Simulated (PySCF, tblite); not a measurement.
# C₃H₁₀OSSi₃: geometry, infrared bands and NMR shifts

Aim: predict the infrared bands and NMR shifts of C₃H₁₀OSSi₃ (`C#CC[SiH2]O[SiH2]S[SiH3]`).

Programs: tblite 0.8.0 and PySCF 2.14.0, with density-fitted response routines of our own. Each step states its level of theory. These are calculated values for one molecule in the gas phase, unless marked as measured. Atoms count from 0, in the outputs and in this text.

## Step 1: Starting geometry

18 atoms, charge 0, multiplicity 1; geometry from: force field or distance geometry start.

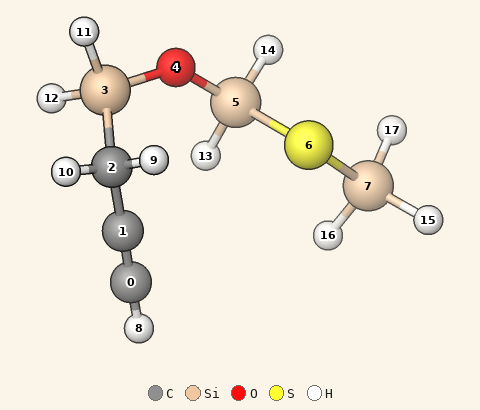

As it starts; carbon grey, silicon light orange, oxygen red, sulfur yellow, hydrogen white, atoms numbered; sticks join atoms by distance.

## Step 2: Geometry optimisation with GFN2-xTB

The job: settings as JSON, then the geometry in Å.

```
{"job": {"kind": "relax", "xc": "GFN2-xTB", "basis": "xTB"}, "charge": 0, "multiplicity": 1}
C      1.634100     1.893200    -1.390400
C      1.930200     1.357800    -0.373400
C      2.326900     0.702100     0.906300
Si     2.026300    -1.133800     0.941100
O      0.432700    -1.596700     0.942300
Si    -0.957200    -1.277800     0.093500
S     -1.849700     0.450400     0.959100
Si    -3.436700     0.514800    -0.447900
H      1.355600     2.380100    -2.295700
H      1.765800     1.171700     1.733800
H      3.378300     0.892300     1.087300
H      2.642100    -1.701900     2.180400
H      2.703500    -1.796500    -0.185300
H     -0.630800    -1.032900    -1.332700
H     -1.881400    -2.417700     0.223200
H     -4.332800     1.652700    -0.109900
H     -2.891100     0.703700    -1.813200
H     -4.224500    -0.755300    -0.387100
```

Started as:

```bash
$ OMP_NUM_THREADS=1 python probes_run.py task.json out
```

The driver reads the jobs from task.json and runs them one after another.

**Question.** This job is followed by: GFN2-xTB harmonic vibrations, gas phase; GIAO PBE0/pcSseg-1 NMR shielding, non-relativistic, gas phase. Predict these results of the whole session: strongest single infrared mode (GFN2-xTB); zero-point energy (GFN2-xTB); ¹³C shifts against TMS (PBE0/pcSseg-1); ¹H shifts against TMS (PBE0/pcSseg-1, means over atoms taken as alike); ²⁹Si shifts against TMS (PBE0/pcSseg-1); ¹⁷O shifts against H2O (PBE0/pcSseg-1); ³³S shifts against CS2 (PBE0/pcSseg-1); surface potential, least and greatest.

The runs gave:

```
                                                              quantity                             value
                             strongest single infrared mode (GFN2-xTB)             1080 cm⁻¹, 564 km/mol
                                          zero-point energy (GFN2-xTB)                     68.9 kcal/mol
                                ¹³C shifts against TMS (PBE0/pcSseg-1)               85.2, 76.5, 7.8 ppm
¹H shifts against TMS (PBE0/pcSseg-1, means over atoms taken as alike)  5.65, 5.19, 4.53, 2.04, 1.45 ppm
                               ²⁹Si shifts against TMS (PBE0/pcSseg-1)           -19.0, -20.1, -66.9 ppm
                                ¹⁷O shifts against H2O (PBE0/pcSseg-1)                          36.7 ppm
                                ³³S shifts against CS2 (PBE0/pcSseg-1)                          -288 ppm
                                 surface potential, least and greatest                -0.98 V and 1.55 V
```

What this shows: Over 107 steps the energy fell by 0.337 eV; of the close pairs, O4–Si5 changed most, 1.660 to 1.608 Å. All 48 modes are real, so the xTB geometry is a minimum. The strongest single mode, at 1080 cm⁻¹, moves mainly O4. GFN2-xTB is a fitted tight-binding method: band positions and strengths are rough. Its intensities can rank the bands wrongly. At PBE0/pcSseg-1: The widest tensor belongs to C1: span 283 ppm, with a paramagnetic part of -166 ppm.
